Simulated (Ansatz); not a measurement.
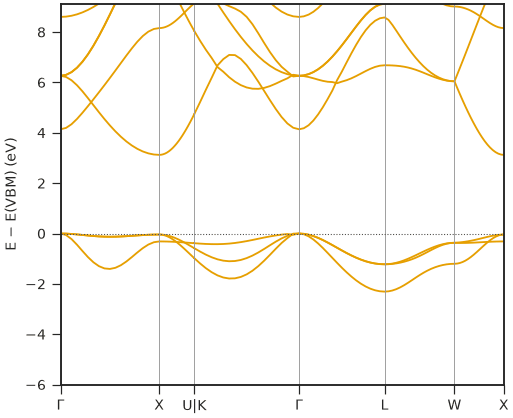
Figure. Band structure from DFT-LDA in the program Ansatz with PAW potentials

Q: Read off the gap and where the band edges lie.

A: About 3.1 eV (3.12 eV by a search for the band edges); maximum at Γ, minimum at X.

Q: Which of these materials gives this?
A. SrO, rock salt
B. CaO, rock salt
C. MgO, rock salt
D. SiC, zinc blende

A: A, SrO, rock salt

Space group Fm-3m (rock salt). The LDA relaxation kept the symmetry of its start. Spin–orbit coupling is left out wherever it is not named.

Potentials: the earlier of the program's two PAW sets. The files were generated under PBE; for other functionals the program regenerates the frozen cores, and for LDA and PBEsol the local potential too.
